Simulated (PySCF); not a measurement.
# H2O2 (hydrogen peroxide): MP2/STO-3G

What is the energy change on altering one bond length of H2O2 (hydrogen peroxide) at MP2/STO-3G? The job is set up through a Python script.

Program for the calculation: PySCF 2.14.0.

9 further runs of the same task are left out: 9 set aside as unsound or not needed.

### 1 Starting point

H2O2 has 4 atoms, charge 0, and is taken as a singlet. As SMILES, `OO`. The coordinates come from a PBE0-D4/def2-TZVP relaxation.

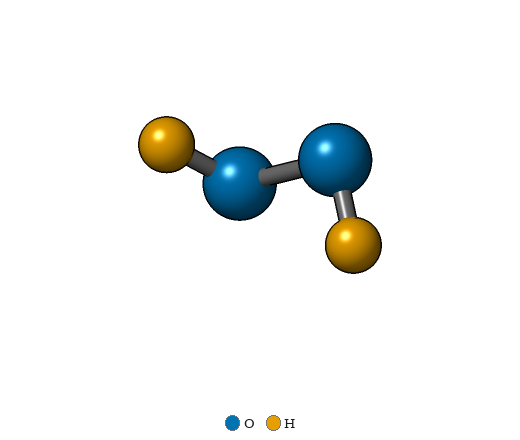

Viewed from a chosen angle; oxygen blue, hydrogen amber.

### 2 A single-point energy at MP2/STO-3G

job.py reads:

```python
from pyscf import gto, scf, mp

mol = gto.M(
    atom='O -0.486800 -0.581100 0.030600; O 0.048300 0.728400 0.206900; H 0.186400 -1.117000 0.467400; H 0.252100 0.969800 -0.704900',
    charge=0,
    verbose=3,
    basis='sto-3g',
    max_memory=1860,
)

mf = scf.RHF(mol)
mf.conv_tol = 1e-10
mf.kernel()
if not mf.converged:
    mf = mf.newton().run(mf.mo_coeff, mf.mo_occ)

pt = mp.MP2(mf, frozen=2).run()
e_final = pt.e_tot
print('E = %.10f Eh' % e_final)
```

Started as:

```console
OMP_NUM_THREADS=1 python job.py
```

What it wrote:

```text
converged SCF energy = -148.760540624267
E(RMP2) = -148.836545058471  E_corr = -0.0760044342033578
E(SCS-RMP2) = -148.846776101894  E_corr = -0.0862354776268829
E = -148.8365450585 Eh
```

Wall time 0.76 s (1 thread of Arm Neoverse V1, shared host); peak memory 0.12 GiB.

### 3 The distorted shape, same level

calc.py reads:

```python
from pyscf import gto, mp

system = gto.M(
    atom='O -0.621459 -0.473905 -0.056772; O -0.086359 0.835595 0.119528; H 0.186400 -1.117000 0.467400; H 0.117441 1.076995 -0.792272',
    basis='sto-3g',
    charge=0,
    spin=0,
    verbose=3,
    max_memory=1860,
)

calc0 = system.RHF()
calc0.conv_tol = 1e-10
calc0.kernel()
if not calc0.converged:
    calc0 = calc0.newton().run(calc0.mo_coeff, calc0.mo_occ)

pt = mp.MP2(calc0, frozen=2).run()
e_final = pt.e_tot
print('E(%s) = %.9f' % ('MP2', e_final))
```

Started as:

```console
OMP_NUM_THREADS=1 python calc.py
```

What it wrote:

```text
converged SCF energy = -148.741994020572
E(RMP2) = -148.828501834284  E_corr = -0.0865078137114208
E(SCS-RMP2) = -148.839804956055  E_corr = -0.0978109354832214
E(MP2) = -148.828501834
```

It took 0.74 s on 1 thread of Arm Neoverse V1, shared host; peak memory 0.12 GiB.

### 4 What came out

At MP2/STO-3G, 2 core orbitals frozen:

| quantity | value |
| --- | --- |
| first shape: total energy | -148.83655 Eh |
| first shape: dipole moment (Hartree–Fock density) | 1.57 D |
| first shape: HOMO energy (Hartree–Fock orbitals) | -9.92 eV |
| first shape: LUMO energy (Hartree–Fock orbitals) | 13.16 eV |
| first shape: HOMO–LUMO gap (Hartree–Fock orbitals) | 23.08 eV |
| first shape: correlation energy (2 core orbitals frozen) | -76.0 mEh |
| distorted shape: total energy | -148.82850 Eh |
| distorted shape: dipole moment (Hartree–Fock density) | 1.49 D |
| distorted shape: HOMO energy (Hartree–Fock orbitals) | -9.77 eV |
| distorted shape: LUMO energy (Hartree–Fock orbitals) | 11.98 eV |
| distorted shape: HOMO–LUMO gap (Hartree–Fock orbitals) | 21.75 eV |
| distorted shape: correlation energy (2 core orbitals frozen) | -86.5 mEh |
| energy change with the O1–H3 bond stretched from 0.965 to 1.158 Å | 0.219 eV |

What this shows: With the O1–H3 bond stretched from 0.965 to 1.158 Å the energy rises by 0.22 eV (21.1 kJ/mol). The first shape isn't relaxed at this level, so the change isn't measured from a minimum. The minimal basis adds a large error of its own. Mulliken charges (first shape) of the mean-field density run from -0.20 on O1 to +0.20 on H3; they depend strongly on the basis.
